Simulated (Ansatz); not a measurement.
**Ag (Silver, Fm-3m): phonons against volume**

Wanted: mode Grüneisen parameters of Ag (Silver) and a free-energy fit over volumes.

Method: DFT LDA, scalar-relativistic, plane waves, PAW; PAW set soft_1, in Ansatz 0.2.0.

The experiments to compare with:

For Ag, fcc (literature value used to build the slab), “Reaction selectivity of homochiral versus heterochiral intermolecular reactions of prochiral terminal alkynes on surfaces” (2019, pmc:6739358) quotes earlier work: lattice constant a (cubic lattice constant of bulk Ag) 4.086 Å [cited literature value used to build the slab model; measurement temperature not stated].

Report form: the programs' logs are mostly left out.

### Step 1. Set-up

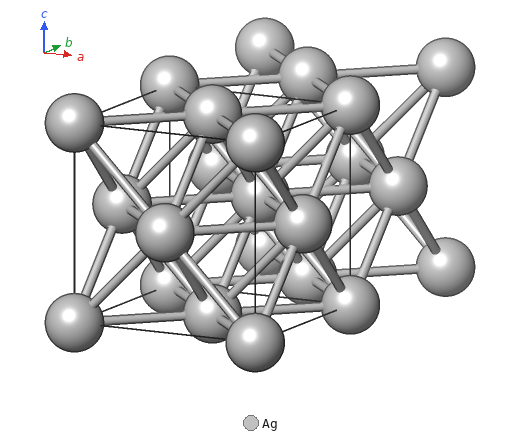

Start, viewed from a free direction; silver light grey. 1×2×1 cells are drawn. This picture shows the conventional cell, with its axes. Some periodic images of atoms are drawn too.

Structure file:

```cif
data_structure
_symmetry_space_group_name_H-M 'P 1'
_symmetry_Int_Tables_number 1
_cell_length_a 2.8889
_cell_length_b 2.8889
_cell_length_c 2.8889
_cell_angle_alpha 60.000
_cell_angle_beta 60.000
_cell_angle_gamma 60.000
_cell_volume 17.05
loop_
_atom_site_label
_atom_site_type_symbol
_atom_site_fract_x
_atom_site_fract_y
_atom_site_fract_z
_atom_site_occupancy
Ag1 Ag 0.00000 0.00000 0.00000 1
```

### Step 2. A first coarse run

A cheap single point shows whether the cell is a metal or an insulator and how far it is from rest; that sets the k-mesh and the occupations of what follows.

input.yaml

```yaml
crystal:
  lattice:
    - [0.0, 2.04275, 2.04275]
    - [2.04275, 0.0, 2.04275]
    - [2.04275, 2.04275, 0.0]
  atoms:
    - { symbol: Ag, position: [0.0, 0.0, 0.0] }
kpoints:
  mp_grid: { grid: [8, 8, 8] }
hamiltonian:
  xc: lda
  pseudopotentials: { kind: paw, azcp: { folder: soft_1 }, xc_functional: pbe }
scf:
  occupations: { method: gaussian, width: 0.1 }
  lower_state_search: "off"
output:
  forces: true
  stress: true
  eigenvalues: true
```

The run is started by

```console
$ ansatz run input.yaml --threads 8 --pin off --max-ram 16384MiB --backend cpu --events-out ev --progress --plain --runs-dir out
```

Run time: 0.8 s. Hardware: 8 threads of Arm Neoverse V1, shared host; peak memory 0.25 GiB.

This step gave:

* pressure: -6.675 GPa
* volume per atom: 17.05 Å³/atom
* gap on the k-mesh: 0 eV

The start is under -6.7 GPa at this level and looks like a metal on this mesh.

### Step 3. Relaxation

Phonons are second derivatives about a minimum, so cell and atoms are relaxed first, inside the symmetry of the start.

input.yaml, the sections that differ from step 2:

```yaml
kpoints:
  mp_grid: { grid: [18, 18, 18] }
output:
  forces: true
  stress: true
  eigenvalues: true
  write_density: true
  write_potential: true
  elf: true
  volumetric_format: npy
relax:
  adjacent_minimum: "off"
  f_tol: 0.005
  max_steps: 80
  cell: { stress_tol: 0.05 }
# crystal, hamiltonian, scf: as in step 2
```

The job ended after 2.4 s (8 threads; peak memory 0.34 GiB; 15 s of CPU time).

The steps of the relaxation:

| step | energy less that of the first step (eV) | largest force component (eV/Å) | pressure (GPa) | volume (Å³) |
| --- | --- | --- | --- | --- |
| 1 | 0.0000 | 0.0000 | -7.24 | 17.05 |
| 2 | 0.0022 | 0.0000 | 10.00 | 15.09 |
| 3 | -0.0245 | 0.0000 | -1.16 | 16.17 |
| 4 | -0.0250 | 0.0000 | -0.03 | 16.03 |
| 5* | -0.0247 | 0.0000 | -0.02 | 16.03 |

Relaxation steps marked * repeat the geometry before them on a plane-wave basis chosen anew for their cell, so energy and pressure can jump there. Relaxation step 2 was tried and not accepted.

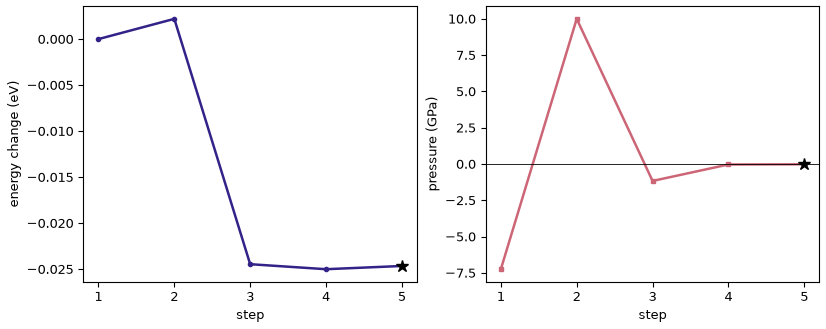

Energy and pressure along the relaxation. Stars mark steps on a basis chosen anew.

| conventional cell, symmetrised | before | after | change |
| --- | --- | --- | --- |
| a (Å) | 4.085 | 4.003 | -2.0 % |
| b (Å) | 4.085 | 4.003 | -2.0 % |
| c (Å) | 4.085 | 4.003 | -2.0 % |
| volume (Å³/atom) | 17.05 | 16.03 | -6.0 % |

The relaxed structure:

```xyz
1
Lattice="0.0000 2.0013 2.0013 2.0013 0.0000 2.0013 2.0013 2.0013 0.0000" Properties=species:S:1:pos:R:3 pbc="T T T"
Ag    0.0000    0.0000    0.0000
```

Numbers from this step:

```
pressure        : -0.01717 GPa
volume per atom : 16.03 Å³/atom
```

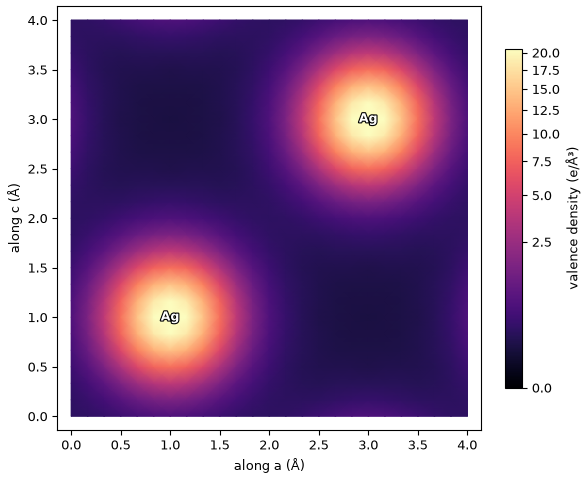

Valence density in the ac plane of the conventional cell at fractional y = 0.000, with atoms of Ag within 0.2 Å of it. It is the smooth field of the valence electrons, not physical close to the nuclei. The map starts off the cell's origin, so that atoms lie inside it. The colour scale is stretched toward low values.

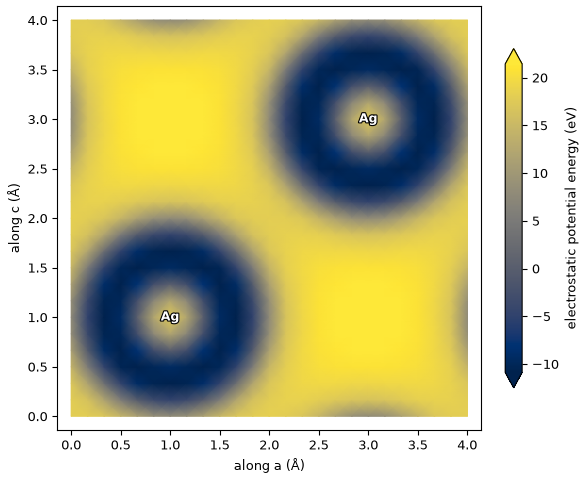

Electrostatic potential energy in the ac plane of the conventional cell at fractional y = 0.000, with atoms of Ag within 0.2 Å of it. With pseudopotentials it is smooth inside the atoms' cores, unlike the true potential. The map starts off the cell's origin, so that atoms lie inside it.

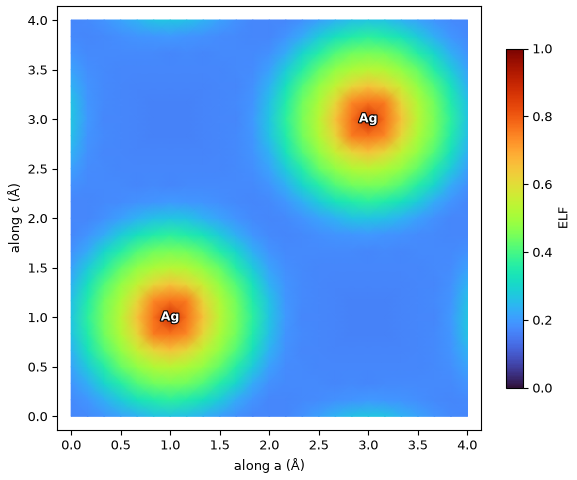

ELF in the ac plane of the conventional cell at fractional y = 0.000, with atoms of Ag within 0.2 Å of it. It is the smooth field of the valence electrons, not physical close to the nuclei. The map starts off the cell's origin, so that atoms lie inside it.

The relaxation ends with a pressure of -0.02 GPa.

### Step 4. Relaxing to small residual forces and stress

The relaxation is repeated with tighter thresholds on force and stress, since phonons are sensitive to what is left; a change of mesh or smearing in the input moves the cell too.

input.yaml

```yaml
crystal:
  lattice:
    - [0.0, 2.001306457, 2.001306457]
    - [2.001306457, 0.0, 2.001306457]
    - [2.001306457, 2.001306457, 0.0]
  atoms:
    - { symbol: Ag, position: [0.0, 0.0, 0.0] }
kpoints:
  mp_grid: { grid: [20, 20, 20] }
hamiltonian:
  xc: lda
  pseudopotentials: { kind: paw, azcp: { folder: soft_1 }, xc_functional: pbe }
scf:
  occupations: { method: methfessel_paxton, width: 0.2 }
  lower_state_search: "off"
output:
  forces: true
  stress: true
  eigenvalues: true
relax:
  adjacent_minimum: "off"
  f_tol: 0.001
  max_steps: 60
  cell: { stress_tol: 0.01 }
```

Run time: 2.2 s. Hardware: 8 threads; peak memory 0.35 GiB; 13 s of CPU time.

Little changed from the start: no atom moved by 0.005 Å and no cell edge by 0.1 %.

This step gave:

```
pressure : 4.65e-4 GPa
```

The residual pressure is 4.7e-4 GPa, small enough for phonons.

### Step 5. Phonons, V/V0 1

The same q-mesh and k-mesh are kept at every volume, so that much of their error can cancel in the differences.

input.yaml, the sections that differ from step 4:

```yaml
crystal:
  lattice:
    - [0.0, 2.0010837698, 2.0010837698]
    - [2.0010837698, 0.0, 2.0010837698]
    - [2.0010837698, 2.0010837698, 0.0]
  atoms:
    - { symbol: Ag, position: [0.0, 0.0, 0.0] }
output:
  eigenvalues: true
phonons:
  method: dfpt
  qmesh: [4, 4, 4]
  temperatures: { t_max: 1000, t_step: 50 }
  qpath:
    path:
      - [[0.0, 0.0, 0.0], [0.5, 0.0, 0.5], [0.625, 0.25, 0.625]]
      - [[0.375, 0.375, 0.75], [0.0, 0.0, 0.0], [0.5, 0.5, 0.5], [0.5, 0.25, 0.75], [0.5, 0.0, 0.5]]
    npoints: 10
# kpoints, hamiltonian, scf: as in step 4
# relax: removed
```

Elapsed: 93 s, on 8 threads; peak memory 3.8 GiB.

Numbers from this step:

- Γ frequencies: 0, 0, 0 cm⁻¹ (negative: imaginary)
- lowest frequency on the path: 0 cm⁻¹
- zero-point energy: 0.02253 eV/cell
- highest frequency: 189.1 cm⁻¹
- Debye temperature from the second moment: 236 K

No LO-TO term. The phonon branches at the labelled points (cm⁻¹):

| point | branch 1 | branch 2 | branch 3 |
| --- | --- | --- | --- |
| Γ | 0 | 0 | 0 |
| X | 123 | 123 | 186 |
| U | 110 | 146 | 169 |
| jump to K | 110 | 146 | 169 |
| Γ | 0 | 0 | 0 |
| L | 82 | 82 | 189 |
| W | 120 | 155 | 155 |
| X | 123 | 123 | 186 |

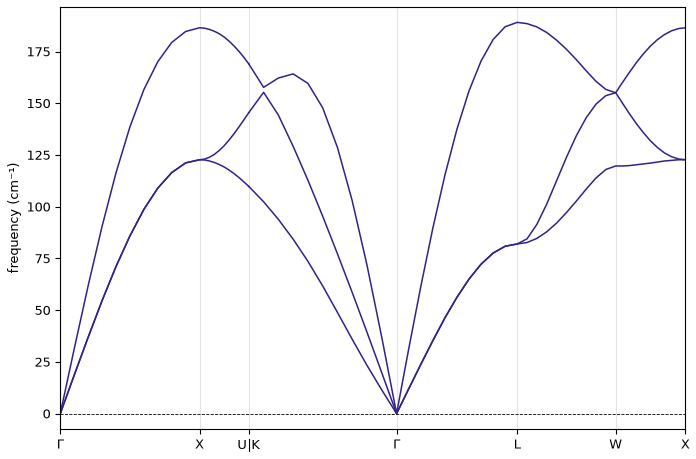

Phonon branches along the path.

Tetrahedra on 28 28 28, mean over bins of 2 cm⁻¹. The phonon density of states by wavenumber; read off at these points:

| wavenumber (cm⁻¹) | phonon density of states (1/cm⁻¹/cell) |
| --- | --- |
| 10.0 | 1.8e-4 |
| 20.0 | 8.0e-4 |
| 30.0 | 0.00179 |
| 40.0 | 0.00321 |
| 50.0 | 0.00519 |
| 60.0 | 0.00801 |
| 70.0 | 0.0123 |
| 80.0 | 0.0214 |
| 90.0 | 0.0292 |
| 100.0 | 0.0307 |
| 110.0 | 0.0315 |
| 117.0 | 0.0319 |
| 120.0 | 0.0281 |
| 130.0 | 0.0186 |
| 140.0 | 0.0166 |
| 150.0 | 0.0127 |
| 160.0 | 0.0165 |
| 170.0 | 0.0411 |
| 173.0 | 0.0454 |
| 180.0 | 0.0204 |

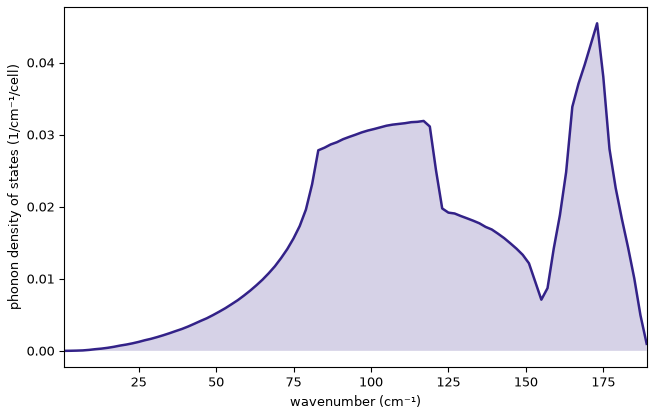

Phonon density of states against wavenumber.

Harmonic. Thermo, by row:

| T (K) | F_vib (meV/atom) | S (J/mol-atom/K) | C_V (J/mol-atom/K) |
| --- | --- | --- | --- |
| 0 | 22.53 | 0 | 0 |
| 50 | 21.76 | 5.139 | 10.58 |
| 100 | 16.3 | 15.7 | 19.27 |
| 150 | 5.88 | 24.16 | 22.13 |
| 200 | -8.41 | 30.7 | 23.3 |
| 250 | -25.73 | 35.97 | 23.87 |
| 300 | -45.53 | 40.35 | 24.19 |
| 350 | -67.44 | 44.1 | 24.39 |
| 400 | -91.16 | 47.36 | 24.51 |
| 450 | -116.5 | 50.26 | 24.6 |
| 500 | -143.2 | 52.85 | 24.67 |
| 550 | -171.2 | 55.2 | 24.71 |
| 600 | -200.4 | 57.36 | 24.75 |
| 650 | -230.6 | 59.34 | 24.78 |
| 700 | -261.9 | 61.18 | 24.8 |
| 750 | -294 | 62.89 | 24.82 |
| 800 | -327 | 64.49 | 24.83 |
| 850 | -360.8 | 66 | 24.85 |
| 900 | -395.4 | 67.42 | 24.86 |
| 950 | -430.7 | 68.76 | 24.86 |
| 1000 | -466.6 | 70.04 | 24.87 |

Phonopy on the run's constants, 21x21x21 mesh, Gaussian sigma 2.0 cm⁻¹. Table of modes, Ag by wavenumber; read off at these points:

| wavenumber (cm⁻¹) | modes, Ag (1/cm⁻¹/cell) |
| --- | --- |
| -10.0 | 0 |
| 0.0 | 6.0e-5 |
| 10.0 | 3.0e-4 |
| 20.0 | 5.2e-4 |
| 30.0 | 0.00176 |
| 40.0 | 0.00271 |
| 50.0 | 0.00520 |
| 60.0 | 0.00804 |
| 70.0 | 0.0127 |
| 80.0 | 0.0222 |
| 90.0 | 0.0292 |
| 100.0 | 0.0311 |
| 110.0 | 0.0324 |
| 111.3 | 0.0326 |
| 120.0 | 0.0279 |
| 130.0 | 0.0176 |
| 140.0 | 0.0172 |
| 150.0 | 0.0123 |
| 160.0 | 0.0166 |
| 170.0 | 0.0404 |
| 171.9 | 0.0421 |
| 180.0 | 0.0209 |
| 190.0 | 0.00138 |
| 200.0 | 0 |

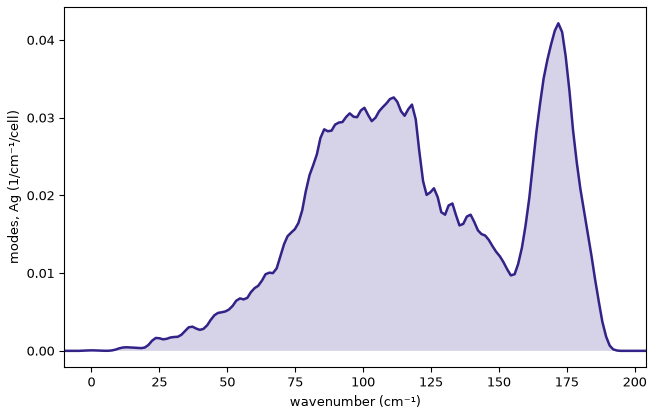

Modes, Ag against wavenumber.

No mode is imaginary beyond numerical noise at the solved wavevectors.

### Step 6. Single point at a scaled cell, V/V0 1.015

Symmetry fixes every atom, so a single point at the scaled cell gives the energy and pressure of this member.

input.yaml, the sections that differ from step 5:

```yaml
crystal:
  lattice:
    - [0.0, 2.0110395743, 2.0110395743]
    - [2.0110395743, 0.0, 2.0110395743]
    - [2.0110395743, 2.0110395743, 0.0]
  atoms:
    - { symbol: Ag, position: [0.0, 0.0, 0.0] }
output:
  forces: true
  stress: true
  eigenvalues: true
# kpoints, hamiltonian, scf: as in step 5
# phonons: removed
```

Elapsed: 1.2 s, on 8 threads; peak memory 0.32 GiB.

This step gave:

```yaml
pressure: -1.987 GPa
volume_per_atom: 16.27 Å³/atom
```

The run ends at a pressure of -1.99 GPa.

### Step 7. Phonons, V/V0 1.015

input.yaml, the sections that differ from step 6:

```yaml
output:
  eigenvalues: true
phonons:
  method: dfpt
  qmesh: [4, 4, 4]
  temperatures: { t_max: 1000, t_step: 50 }
  qpath:
    path:
      - [[0.0, 0.0, 0.0], [0.5, 0.0, 0.5], [0.625, 0.25, 0.625]]
      - [[0.375, 0.375, 0.75], [0.0, 0.0, 0.0], [0.5, 0.5, 0.5], [0.5, 0.25, 0.75], [0.5, 0.0, 0.5]]
    npoints: 10
# crystal, kpoints, hamiltonian, scf: as in step 6
```

Elapsed: 94 s, on 8 threads; peak memory 3.9 GiB.

No mode is imaginary beyond numerical noise at the solved wavevectors.

### Step 8. Single point at a scaled cell, V/V0 0.985

The cell differs from the one that the last finished run ended in (a 2.844 → 2.816 Å, b 2.844 → 2.816 Å, c 2.844 → 2.816 Å).

input.yaml, the sections that differ from step 7:

```yaml
crystal:
  lattice:
    - [0.0, 1.9910279028, 1.9910279028]
    - [1.9910279028, 0.0, 1.9910279028]
    - [1.9910279028, 1.9910279028, 0.0]
  atoms:
    - { symbol: Ag, position: [0.0, 0.0, 0.0] }
output:
  forces: true
  stress: true
  eigenvalues: true
  write_density: true
  write_potential: true
  elf: true
  volumetric_format: npy
# kpoints, hamiltonian, scf: as in step 7
# phonons: removed
```

The job ended after 0.86 s (8 threads; peak memory 0.33 GiB; 4.7 s of CPU time).

The run ends at a pressure of 2.19 GPa.

### Step 9. Phonons, V/V0 0.985

input.yaml, the sections that differ from step 8:

```yaml
output:
  eigenvalues: true
phonons:
  method: dfpt
  qmesh: [4, 4, 4]
  temperatures: { t_max: 1000, t_step: 50 }
  qpath:
    path:
      - [[0.0, 0.0, 0.0], [0.5, 0.0, 0.5], [0.625, 0.25, 0.625]]
      - [[0.375, 0.375, 0.75], [0.0, 0.0, 0.0], [0.5, 0.5, 0.5], [0.5, 0.25, 0.75], [0.5, 0.0, 0.5]]
    npoints: 10
# crystal, kpoints, hamiltonian, scf: as in step 8
```

Elapsed: 93 s, on 8 threads; peak memory 3.8 GiB; 11 min of CPU time.

No LO-TO term. The phonon branches at the labelled points (cm⁻¹):

| point | branch 1 | branch 2 | branch 3 |
| --- | --- | --- | --- |
| Γ | 0 | 0 | 0 |
| X | 127 | 127 | 194 |
| U | 114 | 152 | 176 |
| jump to K | 114 | 152 | 176 |
| Γ | 0 | 0 | 0 |
| L | 85 | 85 | 197 |
| W | 124 | 161 | 161 |
| X | 127 | 127 | 194 |

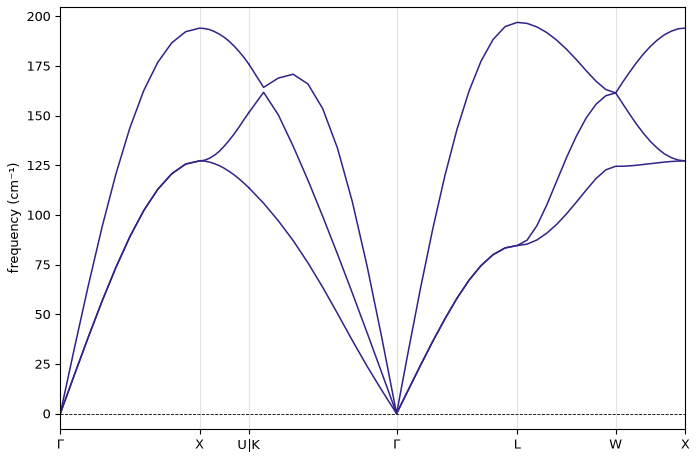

Phonon branches along the path.

No mode is imaginary beyond numerical noise at the solved wavevectors.

### Step 10. Single point at a scaled cell, V/V0 1.03

input.yaml, the sections that differ from step 9:

```yaml
crystal:
  lattice:
    - [0.0, 2.020897769, 2.020897769]
    - [2.020897769, 0.0, 2.020897769]
    - [2.020897769, 2.020897769, 0.0]
  atoms:
    - { symbol: Ag, position: [0.0, 0.0, 0.0] }
output:
  forces: true
  stress: true
  eigenvalues: true
# kpoints, hamiltonian, scf: as in step 9
# phonons: removed
```

Elapsed: 0.66 s, on 8 threads; peak memory 0.32 GiB.

The run ends at a pressure of -3.79 GPa.

### Step 11. Phonons, V/V0 1.03

Phonons at this volume give one point of F(V, T); meshes stay fixed along the series.

input.yaml, the sections that differ from step 10:

```yaml
output:
  eigenvalues: true
phonons:
  method: dfpt
  qmesh: [4, 4, 4]
  temperatures: { t_max: 1000, t_step: 50 }
  qpath:
    path:
      - [[0.0, 0.0, 0.0], [0.5, 0.0, 0.5], [0.625, 0.25, 0.625]]
      - [[0.375, 0.375, 0.75], [0.0, 0.0, 0.0], [0.5, 0.5, 0.5], [0.5, 0.25, 0.75], [0.5, 0.0, 0.5]]
    npoints: 10
# crystal, kpoints, hamiltonian, scf: as in step 10
```

It took 89 s on 8 threads; peak memory 3.9 GiB.

No LO-TO term. The phonon branches at the labelled points (cm⁻¹):

| point | branch 1 | branch 2 | branch 3 |
| --- | --- | --- | --- |
| Γ | 0 | 0 | 0 |
| X | 114 | 114 | 172 |
| U | 102 | 134 | 156 |
| jump to K | 102 | 134 | 156 |
| Γ | 0 | 0 | 0 |
| L | 77 | 77 | 174 |
| W | 110 | 143 | 143 |
| X | 114 | 114 | 172 |

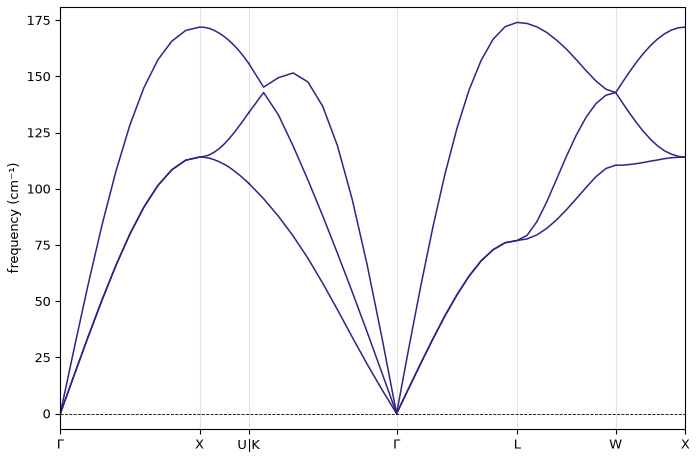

Phonon branches along the path.

No mode is imaginary beyond numerical noise at the solved wavevectors.

### Step 12. Single point at a scaled cell, V/V0 0.97

The cell differs from the one that the last finished run ended in (a 2.858 → 2.801 Å, b 2.858 → 2.801 Å, c 2.858 → 2.801 Å).

input.yaml, the sections that differ from step 11:

```yaml
crystal:
  lattice:
    - [0.0, 1.9808694204, 1.9808694204]
    - [1.9808694204, 0.0, 1.9808694204]
    - [1.9808694204, 1.9808694204, 0.0]
  atoms:
    - { symbol: Ag, position: [0.0, 0.0, 0.0] }
output:
  forces: true
  stress: true
  eigenvalues: true
# kpoints, hamiltonian, scf: as in step 11
# phonons: removed
```

Wall time 0.68 s (8 threads); peak memory 0.32 GiB.

The run ends at a pressure of 4.61 GPa.

### Step 13. Phonons, V/V0 0.97

input.yaml, the sections that differ from step 12:

```yaml
output:
  eigenvalues: true
phonons:
  method: dfpt
  qmesh: [4, 4, 4]
  temperatures: { t_max: 1000, t_step: 50 }
  qpath:
    path:
      - [[0.0, 0.0, 0.0], [0.5, 0.0, 0.5], [0.625, 0.25, 0.625]]
      - [[0.375, 0.375, 0.75], [0.0, 0.0, 0.0], [0.5, 0.5, 0.5], [0.5, 0.25, 0.75], [0.5, 0.0, 0.5]]
    npoints: 10
# crystal, kpoints, hamiltonian, scf: as in step 12
```

Wall time 87 s (8 threads); peak memory 3.8 GiB.

No mode is imaginary beyond numerical noise at the solved wavevectors.

(Continued in part 2 of 2.)

[Logs are printed without paths, hosts, clocks, repeated set-up lines and the standing remarks that a program may print on its own settings, such as how far it seeks lower states.]

[Hosts, paths, dates, database ids (printed as entryN), source tags and the programs' standing remarks are cut or masked in the printed files.]

[A step with changed settings may run another functional than the one named; its input shows which.]

[Of the runs on displaced cells, only some may be shown.]
